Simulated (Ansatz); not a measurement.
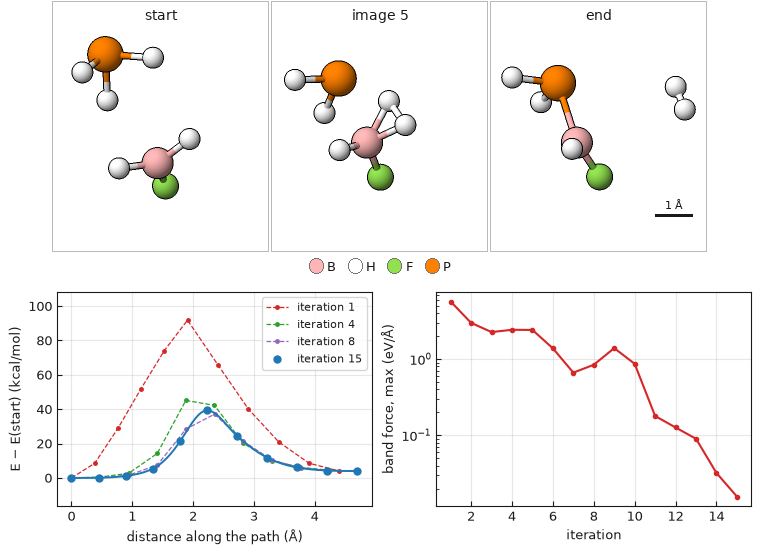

A search for the minimum-energy path of BPH$_{5}$F, made up at the start of BH₂F and PH₃ by the nudged elastic band. Images are numbered from 0 (start) to 10 (end). The plot follows the band through its iterations. Style: ball-and-stick. Shown from a free direction.

All numbers below come from Ansatz 0.2.0, RKS BHLYP-D4/def2-mTZVP. Set-up: 9 movable images; climbing image; force threshold 0.03 eV/Å; iteration limit 21; starting path through a guess of the saddle point.

> Did the band converge, and can the barrier be trusted?

The run is converged, with reservations. The band converged in 15 iterations. The largest component of the band force went from 5.7 to 0.016 eV/Å. The climbing image converged on the top of the path. Its vibrational analysis gives 2 imaginary modes over 30i cm⁻¹, so it isn't confirmed as a transition state. The first iteration put the highest image at 91.8 kcal/mol. Forward barrier 39.3 kcal/mol, backward barrier 35.3 kcal/mol, with image 5 at the top; the reaction energy is +4.0 kcal/mol.

Limits of the set-up: the start holds two separate molecules, 2.9 Å apart at their closest, whose relative position is a soft coordinate.

Cost: 9.9 min on 1 thread of Intel(R) Xeon(R) Platinum 8175M CPU @ 2.50GHz (Skylake/Cascade Lake), with other jobs on the host, peak memory 0.17 GiB.
